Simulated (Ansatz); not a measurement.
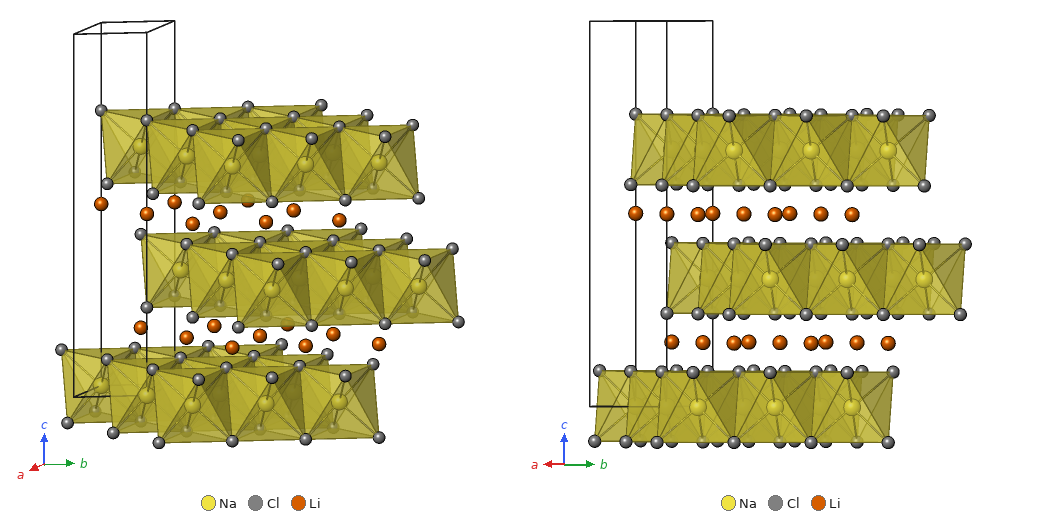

Polyhedra are drawn about Na (bonds: Cl–Na below 3 Å); other atoms are plain spheres. Two views of the same piece.

System NaLiCl₂ (space group R-3m, No. 166); source of the atomic positions: coordinates from a relaxation with DFT LDA, scalar-relativistic, plane waves, PAW in Ansatz; the starting structure was generated, so it need not be a known form of this composition.

What figure surrounds each Na atom, and what does it share with the other drawn polyhedra?

Na: NaCl6 octahedron, sharing edges with six neighbours.

How do these polyhedra hang together as a whole?

They form layers of edge-sharing octahedra parallel to (001). Their corner atoms also have Li as close neighbours (those links are not drawn).

How far apart are the centres of linked polyhedra?

Centre to centre across a shared edge: 3.67 Å.
